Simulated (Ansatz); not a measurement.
Geometry relaxation, with input and output: Si$_{4}$NH$_{11}$O$_{3}$ (part 4 of 4)

The same run, continued: Si$_{4}$NH$_{11}$O$_{3}$; RKS PBE/STO-3G (Ansatz 0.2.0). It belongs to a series of runs on one base structure; here: start relaxed.

Geometry of the input (Å):
```
Si 0.0000  0.0000  0.0000
N  0.0000  0.0000  1.8200
H  -0.8770  -0.2713  2.3500
H  0.8770  0.2713  2.3500
O  1.5842  0.0000  -0.5594
Si 2.4906  -1.3762  -0.8866
H  1.6598  -2.3521  -1.5857
H  3.6318  -1.0202  -1.7249
H  2.9691  -1.9538  0.3660
O  -0.7913  1.3709  -0.5594
Si -2.4002  1.4263  -1.0396
H  -3.2124  0.6421  -0.1138
H  -2.8620  2.8114  -1.0378
H  -2.5267  0.8736  -2.3850
O  -0.7913  -1.3709  -0.5594
Si -1.6730  -2.4329  0.3983
H  -1.2634  -2.2870  1.7920
H  -3.0964  -2.1323  0.2761
H  -1.4264  -3.8036  -0.0398
```

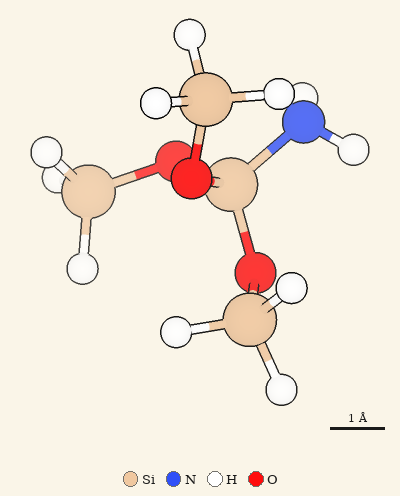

Fig. 1: The geometry at step 33 of the log (ball-and-stick view, seen at a tilt).

## Trajectory as extended XYZ, continued
```
19
Properties=species:S:1:pos:R:3:forces:R:3 step=27 energy=-38827.72523
Si   -0.2131   -0.0653    0.2763   -0.0632  -0.0746  -0.0608
N    -0.0520   -0.2870    2.0499    0.0446   0.1172   0.0277
H    -0.4155    0.5954    2.5221    0.0418  -0.0998  -0.0433
H     0.9795   -0.2848    2.3107   -0.0814   0.0007   0.0030
O     1.2509    0.2473   -0.5395    0.0381  -0.0332   0.0027
Si    2.1571   -1.1392   -1.0100   -0.0332  -0.0343  -0.0181
H     1.5814   -1.8474   -2.1569    0.0184   0.0319   0.0762
H     3.4642   -0.6271   -1.4028   -0.0151  -0.0039   0.0169
H     2.3406   -2.1005    0.0839   -0.0211   0.0477  -0.0797
O    -1.2211    1.2915    0.0829   -0.0565  -0.0229  -0.1021
Si   -2.1664    1.3273   -1.3598    0.0370  -0.0463   0.0650
H    -3.3015    0.4001   -1.2902    0.0870   0.0516  -0.0233
H    -2.6867    2.6853   -1.4475    0.0030  -0.0087  -0.0046
H    -1.4007    1.0293   -2.5743   -0.0474   0.0091   0.0697
O    -0.8742   -1.4839   -0.4039    0.0144   0.0307   0.1185
Si   -1.6140   -2.5700    0.7160    0.0550   0.0103   0.0446
H    -0.6412   -3.2775    1.5518   -0.0478   0.0399  -0.0439
H    -2.6157   -1.9406    1.5795    0.0341  -0.0399  -0.0619
H    -2.2790   -3.5574   -0.1271   -0.0079   0.0246   0.0133
19
Properties=species:S:1:pos:R:3:forces:R:3 step=28 energy=-38827.73317
Si   -0.2137   -0.0637    0.2997    0.0192  -0.0095   0.0000
N    -0.0703   -0.2611    2.0748    0.0175   0.0578   0.0136
H    -0.4185    0.6309    2.5339   -0.0126  -0.0237   0.0021
H     0.9556   -0.2806    2.3491   -0.0231  -0.0100  -0.0080
O     1.2602    0.2510   -0.4974    0.0042  -0.0111  -0.0063
Si    2.1216   -1.1369   -1.0387   -0.0111   0.0083  -0.0058
H     1.5122   -1.7890   -2.1967   -0.0008   0.0088  -0.0063
H     3.4339   -0.6387   -1.4301   -0.0045  -0.0027  -0.0001
H     2.3011   -2.1426    0.0095   -0.0050  -0.0064  -0.0051
O    -1.2337    1.2797    0.0886   -0.0061  -0.0091   0.0085
Si   -2.1410    1.3255   -1.3713    0.0026  -0.0021   0.0029
H    -3.2537    0.3752   -1.3512    0.0068   0.0007  -0.0075
H    -2.6857    2.6739   -1.4527    0.0033  -0.0032   0.0016
H    -1.3410    1.0598   -2.5668    0.0023   0.0035  -0.0029
O    -0.8348   -1.4999   -0.3685    0.0027   0.0069   0.0123
Si   -1.5959   -2.5814    0.7355    0.0007  -0.0115  -0.0047
H    -0.6419   -3.2748    1.5985   -0.0002   0.0008   0.0052
H    -2.6260   -1.9572    1.5634    0.0008   0.0044  -0.0034
H    -2.2360   -3.5748   -0.1184    0.0031  -0.0016   0.0041
19
Properties=species:S:1:pos:R:3:forces:R:3 step=29 energy=-38827.74087
Si   -0.2141   -0.0694    0.3450    0.0287   0.0130   0.0753
N    -0.1014   -0.2191    2.1254    0.0123   0.0163  -0.0192
H    -0.4354    0.6892    2.5612    0.0056  -0.0231  -0.0108
H     0.9183   -0.2656    2.4164   -0.0249   0.0108   0.0063
O     1.2653    0.2555   -0.4380    0.0730  -0.1616  -0.0828
Si    2.0589   -1.1290   -1.1011   -0.0980  -0.0166   0.0231
H     1.4199   -1.6604   -2.3117    0.0390   0.0639   0.1312
H     3.3852   -0.6491   -1.4680    0.0001  -0.0034   0.0026
H     2.2166   -2.2251   -0.1356   -0.0242   0.0962  -0.1006
O    -1.2657    1.2451    0.1128   -0.0522  -0.0055  -0.0471
Si   -2.0904    1.3179   -1.3954   -0.0057  -0.0406  -0.0455
H    -3.1755    0.3329   -1.4740    0.0878   0.0574   0.0011
H    -2.6721    2.6524   -1.4575    0.0070  -0.0178  -0.0042
H    -1.2147    1.1229   -2.5565   -0.0536   0.0075   0.0842
O    -0.7642   -1.5412   -0.3061    0.0031   0.0267  -0.0324
Si   -1.5745   -2.6041    0.7788    0.0085  -0.0386   0.0454
H    -0.6570   -3.2696    1.7038   -0.0241   0.0150  -0.0193
H    -2.6439   -1.9653    1.5463    0.0178  -0.0191  -0.0362
H    -2.1629   -3.6224   -0.0849   -0.0002   0.0195   0.0287
19
Properties=species:S:1:pos:R:3:forces:R:3 step=30 energy=-38827.74344
Si   -0.2104   -0.0671    0.3890    0.0539   0.0640   0.1273
N    -0.1349   -0.1826    2.1716    0.0185  -0.0564  -0.0582
H    -0.4730    0.7295    2.5892   -0.0275   0.0529   0.0196
H     0.8744   -0.2391    2.4918   -0.0131   0.0109  -0.0114
O     1.2848    0.2551   -0.3671    0.1490  -0.3367  -0.1890
Si    1.9935   -1.1218   -1.1557   -0.2567   0.0011   0.0672
H     1.2869   -1.5361   -2.3818    0.1389   0.1066   0.2335
H     3.3303   -0.6739   -1.5267   -0.0168   0.0026  -0.0153
H     2.1338   -2.2965   -0.2797   -0.0144   0.1793  -0.1263
O    -1.2790    1.2279    0.1225   -0.0467  -0.0179  -0.0107
Si   -2.0353    1.3119   -1.4189    0.0033  -0.0778  -0.0949
H    -3.0753    0.2872   -1.5770    0.0851   0.0883   0.0188
H    -2.6608    2.6278   -1.4753    0.0159  -0.0411  -0.0118
H    -1.0978    1.1718   -2.5407   -0.0744   0.0277   0.1008
O    -0.7087   -1.5609   -0.2495   -0.0074   0.0285  -0.0848
Si   -1.5422   -2.6233    0.8154   -0.0658  -0.0615   0.0147
H    -0.6512   -3.2583    1.7859   -0.0226   0.0083  -0.0088
H    -2.6574   -1.9943    1.5237    0.0432  -0.0049  -0.0108
H    -2.0852   -3.6620   -0.0556    0.0374   0.0260   0.0402
19
Properties=species:S:1:pos:R:3:forces:R:3 step=31 energy=-38827.75042
Si   -0.2095   -0.0678    0.3904    0.0407   0.0593   0.0672
N    -0.1362   -0.1909    2.1723    0.0163  -0.0100  -0.0310
H    -0.4868    0.7174    2.5911   -0.0151   0.0162   0.0054
H     0.8739   -0.2325    2.4927   -0.0089   0.0057  -0.0054
O     1.2871    0.2474   -0.3670    0.0243  -0.1666  -0.0421
Si    1.9887   -1.1223   -1.1545   -0.0977   0.0252   0.0029
H     1.2763   -1.5274   -2.3712    0.0617   0.0251   0.0940
H     3.3203   -0.6707   -1.5388   -0.0049  -0.0093  -0.0043
H     2.1371   -2.2920   -0.2821   -0.0083   0.0693  -0.0616
O    -1.2735    1.2314    0.1232   -0.0327  -0.0185  -0.0021
Si   -2.0274    1.3099   -1.4198    0.0014  -0.0323  -0.0484
H    -3.0632    0.2847   -1.5766    0.0440   0.0421   0.0064
H    -2.6561    2.6228   -1.4840    0.0066  -0.0192   0.0007
H    -1.0887    1.1735   -2.5369   -0.0294   0.0080   0.0452
O    -0.7221   -1.5545   -0.2569   -0.0029   0.0133  -0.0442
Si   -1.5435   -2.6218    0.8150   -0.0189  -0.0221   0.0237
H    -0.6458   -3.2517    1.7820   -0.0108   0.0060  -0.0074
H    -2.6540   -1.9946    1.5310    0.0205  -0.0074  -0.0138
H    -2.0840   -3.6656   -0.0490    0.0142   0.0151   0.0149
19
Properties=species:S:1:pos:R:3:forces:R:3 step=32 energy=-38827.75119
Si   -0.2089   -0.0634    0.4140    0.1161  -0.0283  -0.0558
N    -0.1268   -0.1754    2.1945   -0.0138   0.0059  -0.0395
H    -0.5119    0.7215    2.6060   -0.0359   0.0369   0.0274
H     0.8848   -0.1706    2.5092    0.0360  -0.0122   0.0096
O     1.2847    0.2218   -0.3521    0.0861   0.0570  -0.0059
Si    1.9701   -1.1342   -1.1679   -0.1228   0.0138   0.0298
H     1.2494   -1.5226   -2.3825    0.0330   0.0138   0.0513
H     3.2961   -0.6746   -1.5619    0.0011  -0.0005  -0.0042
H     2.1363   -2.3155   -0.3178   -0.0080   0.0354  -0.0350
O    -1.2959    1.2152    0.1419    0.0156   0.0012   0.0324
Si   -2.0181    1.3008   -1.4150   -0.0088  -0.0271  -0.0562
H    -3.0363    0.2651   -1.5999    0.0160   0.0185   0.0022
H    -2.6620    2.6056   -1.4822    0.0038  -0.0076   0.0074
H    -1.0571    1.1847   -2.5129   -0.0033   0.0071   0.0170
O    -0.6872   -1.5548   -0.2458   -0.1050  -0.0566   0.0166
Si   -1.5384   -2.6183    0.8068   -0.0108  -0.0522  -0.0098
H    -0.6610   -3.2508    1.7899   -0.0122  -0.0028   0.0021
H    -2.6549   -1.9809    1.5027    0.0077  -0.0025  -0.0047
H    -2.0704   -3.6583   -0.0661    0.0051   0.0003   0.0151
19
Properties=species:S:1:pos:R:3:forces:R:3 step=33 energy=-38827.75605
Si   -0.2077   -0.0669    0.4241   -0.0084  -0.0476   0.0112
N    -0.1422   -0.1688    2.2054    0.0207   0.0175  -0.0071
H    -0.5356    0.7282    2.6121    0.0057  -0.0152  -0.0099
H     0.8667   -0.1645    2.5319   -0.0159   0.0021   0.0029
O     1.2914    0.2248   -0.3302    0.0167   0.0165   0.0111
Si    1.9412   -1.1208   -1.1870    0.0440  -0.0417  -0.0084
H     1.2040   -1.4764   -2.3979   -0.0255   0.0171  -0.0067
H     3.2696   -0.6765   -1.5907   -0.0080   0.0131  -0.0018
H     2.1049   -2.3234   -0.3708   -0.0093   0.0049   0.0081
O    -1.2900    1.2135    0.1415   -0.0141  -0.0050  -0.0146
Si   -1.9858    1.3001   -1.4288   -0.0185   0.0162   0.0118
H    -2.9913    0.2578   -1.6387    0.0170  -0.0041  -0.0096
H    -2.6446    2.5973   -1.4931    0.0065   0.0021  -0.0086
H    -1.0026    1.2070   -2.5084   -0.0027  -0.0027   0.0035
O    -0.6988   -1.5602   -0.2315   -0.0234   0.0187   0.0279
Si   -1.5322   -2.6331    0.8278    0.0170   0.0068  -0.0115
H    -0.6502   -3.2500    1.8163    0.0015   0.0039   0.0034
H    -2.6580   -2.0069    1.5184   -0.0011  -0.0034  -0.0008
H    -2.0466   -3.6857   -0.0394   -0.0021   0.0009  -0.0009
19
Properties=species:S:1:pos:R:3:forces:R:3 step=34 energy=-38827.75827
Si   -0.2094   -0.0729    0.4442   -0.0331  -0.0258   0.0163
N    -0.1577   -0.1596    2.2255    0.0206   0.0236   0.0156
H    -0.5658    0.7355    2.6229    0.0219  -0.0356  -0.0194
H     0.8472   -0.1453    2.5643   -0.0350   0.0073  -0.0115
O     1.2981    0.2157   -0.2969   -0.0038  -0.0457   0.0110
Si    1.9037   -1.1150   -1.2122   -0.0008   0.0397  -0.0360
H     1.1226   -1.4106   -2.4136    0.0100  -0.0128   0.0263
H     3.2238   -0.6687   -1.6416   -0.0014  -0.0215   0.0107
H     2.0688   -2.3428   -0.4340    0.0095   0.0037  -0.0201
O    -1.2935    1.2037    0.1461   -0.0442   0.0016  -0.0585
Si   -1.9461    1.3019   -1.4440    0.0430  -0.0334   0.0021
H    -2.9198    0.2395   -1.7055    0.0125   0.0379   0.0137
H    -2.6205    2.5908   -1.5144   -0.0103  -0.0113   0.0029
H    -0.9278    1.2391   -2.4946   -0.0150   0.0081   0.0283
O    -0.7012   -1.5684   -0.2087    0.0074   0.0356   0.0272
Si   -1.5209   -2.6503    0.8518    0.0193   0.0342   0.0015
H    -0.6363   -3.2440    1.8528   -0.0001  -0.0008  -0.0100
H    -2.6604   -2.0372    1.5317   -0.0022  -0.0075  -0.0045
H    -2.0124   -3.7161   -0.0128    0.0019   0.0028   0.0043
19
Properties=species:S:1:pos:R:3:forces:R:3 step=35 energy=-38827.75941
Si   -0.2138   -0.0778    0.4670   -0.0277  -0.0023  -0.0048
N    -0.1732   -0.1484    2.2479    0.0172   0.0351   0.0332
H    -0.6028    0.7416    2.6342    0.0260  -0.0445  -0.0197
H     0.8283   -0.1114    2.5951   -0.0393   0.0021  -0.0198
O     1.3025    0.1998   -0.2616    0.0216  -0.0877  -0.0331
Si    1.8651   -1.1081   -1.2408   -0.0234   0.0197   0.0058
H     1.0430   -1.3585   -2.4271    0.0482   0.0093   0.0485
H     3.1816   -0.6683   -1.6883   -0.0243   0.0056  -0.0069
H     2.0445   -2.3645   -0.5118   -0.0134   0.0238  -0.0144
O    -1.3034    1.1914    0.1506   -0.0261  -0.0114  -0.0762
Si   -1.9026    1.3018   -1.4608    0.0044  -0.0206   0.0227
H    -2.8527    0.2298   -1.7705    0.0539   0.0329   0.0052
H    -2.6056    2.5756   -1.5311    0.0145  -0.0017  -0.0040
H    -0.8449    1.2802   -2.4755   -0.0515  -0.0023   0.0446
O    -0.7004   -1.5748   -0.1848    0.0060   0.0225   0.0274
Si   -1.5088   -2.6638    0.8761    0.0047   0.0040  -0.0085
H    -0.6215   -3.2414    1.8843   -0.0048   0.0108  -0.0050
H    -2.6639   -2.0655    1.5433    0.0101  -0.0034   0.0040
H    -1.9790   -3.7421    0.0148    0.0037   0.0082   0.0010
19
Properties=species:S:1:pos:R:3:forces:R:3 step=36 energy=-38827.76032
Si   -0.2182   -0.0791    0.4677   -0.0193   0.0082  -0.0059
N    -0.1767   -0.1497    2.2486    0.0121   0.0257   0.0197
H    -0.6079    0.7391    2.6345    0.0140  -0.0269  -0.0100
H     0.8249   -0.1087    2.5936   -0.0216  -0.0005  -0.0108
O     1.2999    0.1946   -0.2583    0.0081  -0.0555  -0.0203
Si    1.8617   -1.1081   -1.2421   -0.0067   0.0071  -0.0085
H     1.0439   -1.3581   -2.4293    0.0063   0.0105   0.0237
H     3.1747   -0.6639   -1.6941   -0.0061   0.0023   0.0099
H     2.0408   -2.3678   -0.5197   -0.0005   0.0200  -0.0009
O    -1.3078    1.1899    0.1498   -0.0026  -0.0159  -0.0327
Si   -1.8994    1.3051   -1.4624    0.0206  -0.0131   0.0015
H    -2.8382    0.2284   -1.7830    0.0121   0.0237   0.0047
H    -2.6024    2.5788   -1.5324   -0.0013  -0.0081  -0.0042
H    -0.8374    1.2884   -2.4706   -0.0234   0.0062   0.0229
O    -0.7056   -1.5752   -0.1831    0.0025   0.0097   0.0130
Si   -1.5072   -2.6656    0.8807    0.0015   0.0077   0.0002
H    -0.6145   -3.2394    1.8858    0.0001   0.0001  -0.0051
H    -2.6593   -2.0693    1.5543    0.0024  -0.0035  -0.0003
H    -1.9789   -3.7440    0.0207    0.0019   0.0024   0.0033
19
Properties=species:S:1:pos:R:3:forces:R:3 step=37 energy=-38827.76048
Si   -0.2240   -0.0881    0.4625    0.0350  -0.0069   0.0652
N    -0.1740   -0.1502    2.2429    0.0115  -0.0485  -0.0221
H    -0.6327    0.7211    2.6316   -0.0041   0.0353   0.0101
H     0.8268   -0.0800    2.5828   -0.0088   0.0053   0.0052
O     1.3013    0.1777   -0.2497   -0.0327   0.0251  -0.0036
Si    1.8636   -1.1102   -1.2467    0.0103  -0.0152   0.0017
H     1.0383   -1.3547   -2.4286    0.0012  -0.0010  -0.0017
H     3.1726   -0.6564   -1.7001   -0.0028  -0.0019  -0.0004
H     2.0501   -2.3712   -0.5298    0.0018  -0.0041  -0.0091
O    -1.3122    1.1810    0.1443    0.0050  -0.0140  -0.0248
Si   -1.8925    1.3159   -1.4687   -0.0214   0.0118  -0.0058
H    -2.8218    0.2395   -1.8120    0.0023  -0.0058  -0.0026
H    -2.6064    2.5837   -1.5257    0.0015   0.0015   0.0007
H    -0.8260    1.3246   -2.4699    0.0097  -0.0011   0.0016
O    -0.7100   -1.5887   -0.1759   -0.0167   0.0155  -0.0207
Si   -1.5084   -2.6735    0.8948    0.0112   0.0049   0.0030
H    -0.6088   -3.2506    1.8916   -0.0005  -0.0012   0.0015
H    -2.6528   -2.0738    1.5784   -0.0008  -0.0001   0.0001
H    -1.9909   -3.7507    0.0394   -0.0015   0.0003   0.0017
19
Properties=species:S:1:pos:R:3:forces:R:3 step=38 energy=-38827.76090
Si   -0.2252   -0.0859    0.4665   -0.0151  -0.0157  -0.0785
N    -0.1800   -0.1566    2.2450   -0.0019   0.0321   0.0536
H    -0.6254    0.7243    2.6316    0.0005  -0.0126   0.0053
H     0.8211   -0.0969    2.5865    0.0051  -0.0064   0.0046
O     1.2945    0.1821   -0.2550    0.0170  -0.0017  -0.0011
Si    1.8591   -1.1101   -1.2466   -0.0053   0.0077   0.0021
H     1.0376   -1.3538   -2.4314    0.0003  -0.0005  -0.0008
H     3.1701   -0.6588   -1.6961    0.0016  -0.0011  -0.0006
H     2.0410   -2.3721   -0.5305   -0.0003  -0.0001   0.0015
O    -1.3128    1.1811    0.1424   -0.0103   0.0203   0.0020
Si   -1.8896    1.3152   -1.4719    0.0078  -0.0036   0.0090
H    -2.8090    0.2324   -1.8219   -0.0001   0.0006  -0.0014
H    -2.6113    2.5787   -1.5281   -0.0011   0.0008   0.0005
H    -0.8179    1.3336   -2.4678    0.0013   0.0012   0.0008
O    -0.7214   -1.5798   -0.1801   -0.0015  -0.0204   0.0099
Si   -1.5050   -2.6698    0.8973   -0.0013   0.0026  -0.0094
H    -0.5962   -3.2450    1.8869    0.0021   0.0007  -0.0012
H    -2.6471   -2.0755    1.5895    0.0011  -0.0026   0.0017
H    -1.9902   -3.7479    0.0446    0.0001  -0.0011   0.0021
19
Properties=species:S:1:pos:R:3:forces:R:3 step=39 energy=-38827.76117
Si   -0.2299   -0.0876    0.4637   -0.0026   0.0048   0.0025
N    -0.1838   -0.1530    2.2446   -0.0018  -0.0037  -0.0032
H    -0.6266    0.7292    2.6302    0.0015  -0.0003   0.0017
H     0.8178   -0.0974    2.5858   -0.0010   0.0006  -0.0009
O     1.2917    0.1796   -0.2549   -0.0007   0.0004  -0.0027
Si    1.8561   -1.1122   -1.2470    0.0024  -0.0003  -0.0017
H     1.0352   -1.3557   -2.4322   -0.0004   0.0003   0.0004
H     3.1678   -0.6620   -1.6957   -0.0011  -0.0011   0.0004
H     2.0367   -2.3743   -0.5304   -0.0003   0.0003  -0.0006
O    -1.3163    1.1819    0.1418   -0.0005   0.0009  -0.0035
Si   -1.8873    1.3215   -1.4740    0.0016   0.0006   0.0022
H    -2.8029    0.2381   -1.8325    0.0014   0.0003  -0.0017
H    -2.6119    2.5835   -1.5276    0.0002   0.0002  -0.0002
H    -0.8113    1.3467   -2.4651   -0.0002   0.0011  -0.0003
O    -0.7261   -1.5829   -0.1805    0.0036   0.0001   0.0052
Si   -1.5016   -2.6748    0.9004   -0.0044  -0.0006   0.0039
H    -0.5860   -3.2458    1.8861    0.0017  -0.0002  -0.0014
H    -2.6425   -2.0845    1.5977   -0.0002  -0.0016   0.0007
H    -1.9867   -3.7551    0.0507    0.0007  -0.0018  -0.0008
```

## Summary

| quantity | value |
| --- | --- |
| outcome | converged |
| total energy | −38827.7612 eV |
| mean-field energy | −38827.7612 eV |
| largest force (length of the vector) at the end | 0.006 eV/Å |
| hardware | 1 thread of Arm Neoverse V1, 24 GiB of memory available, shared host |
| wall time | 4.7 min |
| peak memory | 0.16 GiB |
